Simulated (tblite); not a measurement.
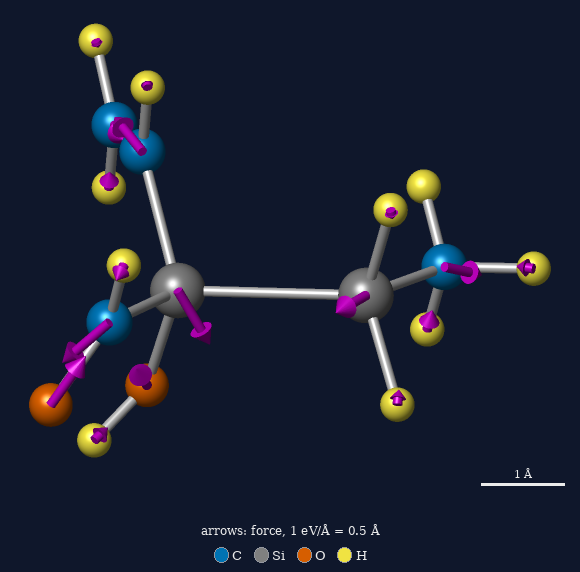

Starting geometry of C4H10O2Si2 with the computed forces as purple arrows. Style: ball-and-stick. Shown from a free direction.

These are results of GFN2-xTB geometry optimisation, gas phase (tblite 0.8.0), not measurements. 

Is this structure relaxed? If not, where do the atoms go?

It isn't relaxed: the largest force vector, on a Si atom, is 1.75 eV/Å. The final displacements have little in common with the starting forces (cosine between the two patterns 0.17). The atom that moves furthest after the best rigid fit is an H atom (0.31 Å). Largest moves by element: H 0.31 Å, O 0.21 Å, C 0.18 Å, Si 0.13 Å. Near-neighbour distances that change, for instance: C–Si 1.849 → 1.900 Å, O–Si 1.678 → 1.631 Å, C–Si 1.893 → 1.919 Å, C–O 1.232 → 1.210 Å. Among the angles between lasting bonds that change: C–Si–Si 104.1° → 113.7°, C–Si–C 111.9° → 103.8°, C–Si–Si 108.6° → 114.7°. Over 73 geometry steps the energy falls by 0.252 eV. The run took 1 s on 1 thread of Arm Neoverse N1, on a shared host.
